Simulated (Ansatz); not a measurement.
Consider CH5Al2Cl (SMILES [CH3][Al]([AlH2])[Cl]).

```xyz
9

C    -0.8043    0.7643   -0.4432
Al   -0.3608   -0.7233    0.7409
Al   -0.4060   -0.9041    3.3139
Cl    0.3094   -2.4975   -0.2372
H    -1.3584    0.4150   -1.3301
H    -1.3956    1.5519    0.0503
H     0.1257    1.2314   -0.8132
H    -1.6946   -1.4374    4.0946
H     0.8630   -0.5149    4.2044
```

Geometry: PBE0-D3(BJ)/def2-SVP.

Level of theory: Ansatz 0.2.0, isolated molecule in a Gaussian basis; Kohn-Sham density functional theory, functional PBE0.

What will maps of the electron density and electron localisation function show?

Answer. C–Al (1.95 Å): ρ is about 0.72 e/Å³ halfway; the ELF peaks at about 0.95 between the atoms, as expected for a polar covalent bond.
Al–Cl (2.13 Å): ρ at the midpoint is about 0.69 e/Å³; the ELF peaks at about 0.85 in the valence shell of Cl, 0.9 Å from its nucleus, and is about 0.80 at the midpoint.
Al–Al (2.58 Å): ρ at the midpoint is about 0.4 e/Å³; the ELF peaks at about 1 between the atoms; localised, covalent bonding.
C–H (1.10 Å): ρ is about 1.9 e/Å³ halfway; the ELF climbs to about 1 towards the hydrogen, as it does in any bond to H: an ordinary covalent bond to hydrogen.

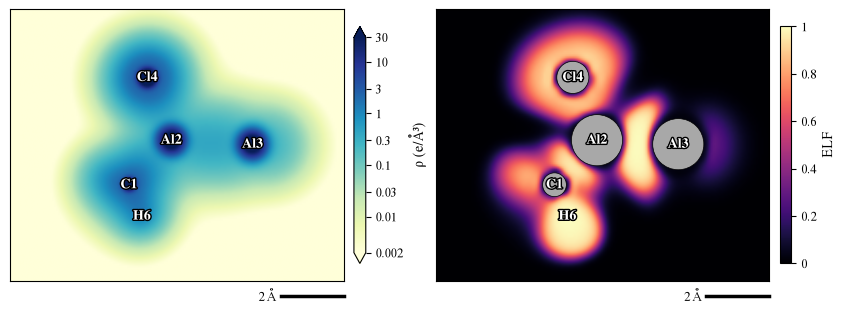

Computed electron density and electron localisation function on the plane of atoms Al3, Al2 and Cl4, in this order. Grey discs cover the atomic cores in the ELF map. 
